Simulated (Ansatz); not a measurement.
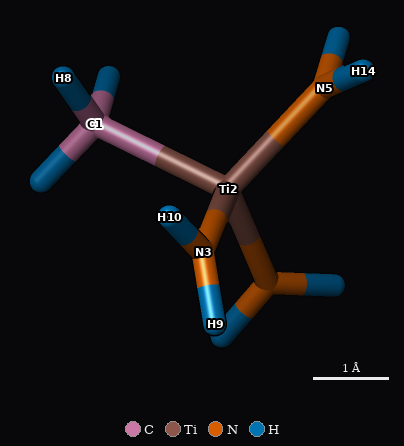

*The structure as given in the input (stick view, seen at a tilt; atoms are numbered from 1 in the order of the input). Sticks mark near contacts.*

Bond lengths as drawn: C–H 1.10 Å, C–Ti 2.09 Å, H–N 1.01 Å and N–Ti 1.89 Å.

## Single-point calculation of CH$_{9}$N$_{3}$Ti

- system: CH$_{9}$N$_{3}$Ti, multiplicity 3, SMILES [CH3][Ti]([NH2])([NH2])[NH2]
- method: UKS wB97X/6-31G (Ansatz 0.2.0)

The geometry comes from this level: PBE0-D4/def2-TZVP.

**Input**
```yaml
crystal:
  periodic: [false, false, false]
  atoms:
    - {symbol: C, position_ang: [-1.453078, 1.128708, -0.082336]}
    - {symbol: Ti, position_ang: [0.192043, -0.152368, 0.013241]}
    - {symbol: D, position_ang: [1.338511, 0.472394, 1.373545]}
    - {symbol: N, position_ang: [-0.440437, -1.883994, 0.408928]}
    - {symbol: N, position_ang: [1.055333, -0.117928, -1.662657]}
    - {symbol: H, position_ang: [-2.070433, 0.897605, -0.957114]}
    - {symbol: H, position_ang: [-2.073348, 1.025848, 0.814583]}
    - {symbol: H, position_ang: [-1.124987, 2.171072, -0.157262]}
    - {symbol: H, position_ang: [1.672139, -0.042855, 2.174871]}
    - {symbol: H, position_ang: [1.653819, 1.432391, 1.425617]}
    - {symbol: H, position_ang: [-0.284647, -2.727093, -0.123824]}
    - {symbol: H, position_ang: [-1.063531, -2.075659, 1.182717]}
    - {symbol: H, position_ang: [0.563653, -0.263947, -2.534810]}
    - {symbol: H, position_ang: [2.022062, 0.106825, -1.846599]}
basis:
  gaussian: {orbitals: 6-31G}
magnetization: {spin_polarized: true, initial_magnetization: 2}
hamiltonian: {xc: {name: wB97X}}
output: {forces: true}
```

Hardware: 4 threads of Arm Neoverse V1, 23 GiB of memory available, shared host.

Command:
```bash
ansatz run in.yaml --threads 4 --pin off --events-out ev --progress --plain --max-ram 11315MiB
```

**The program's output**
```
Error: YAML parse error: error: line 6 column 16: `D` is not an element symbol (H … Og, case-exact)
 --> <input>:6:16
  |
4 |     - {symbol: C, position_ang: [-1.453078, 1.128708, -0.082336]}
5 |     - {symbol: Ti, position_ang: [0.192043, -0.152368, 0.013241]}
6 |     - {symbol: D, position_ang: [1.338511, 0.472394, 1.373545]}
  |                ^ `D` is not an element symbol (H … Og, case-exact)
7 |     - {symbol: N, position_ang: [-0.440437, -1.883994, 0.408928]}
8 |     - {symbol: N, position_ang: [1.055333, -0.117928, -1.662657]}
  |
```

**What the run reported**

| quantity | value |
| --- | --- |
| outcome | refused by the program |

The input was spoiled on purpose: the basis or potentials don't cover an element or don't fit the Hamiltonian. The program refused the input: “YAML parse error: error: line 6 column 16: `D` is not an element symbol (H … Og, case-exact) --> <input>:6:16 | 4 | - {symbol: C, position_ang: [-1.453078, 1.128708, -0.082336]} 5 | - {symbol: Ti, position_ang: [0.192043, -0.152368, 0.013241]} 6 | - {symbol: D, position_ang: [1.338511, 0.472394, 1.373545]} | ^ `D` is …”
